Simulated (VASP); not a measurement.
Band structure of BaSi₂ (relaxed from the fluorite structure, space group Fm-3m). These are PBEsol GGA, VASP's PBE PAW potentials (set 64) (plane waves; VASP) values and carry that method's errors.

Unless said otherwise, spin-orbit coupling is left out, though it shifts the bands of the heavy elements here.

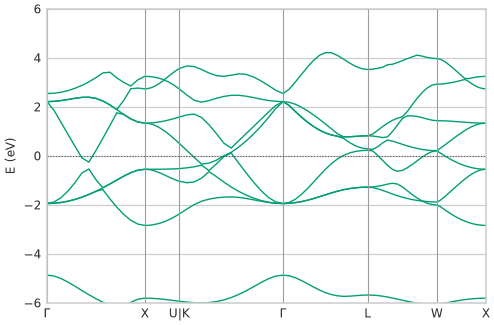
Figure. Bands along high-symmetry lines, zero at the valence-band maximum or, without a gap, the Fermi level

Problem. Read the plot: is there a gap, and where are the band edges?

Solution. It has no gap at this level: it comes out as a metal or semimetal. (Edges off the drawn lines would not show.)

The structure was generated: BaSi2 was put into the fluorite type (Fm-3m), which need not be its known phase. It was relaxed first, which changed the volume by -13 %.
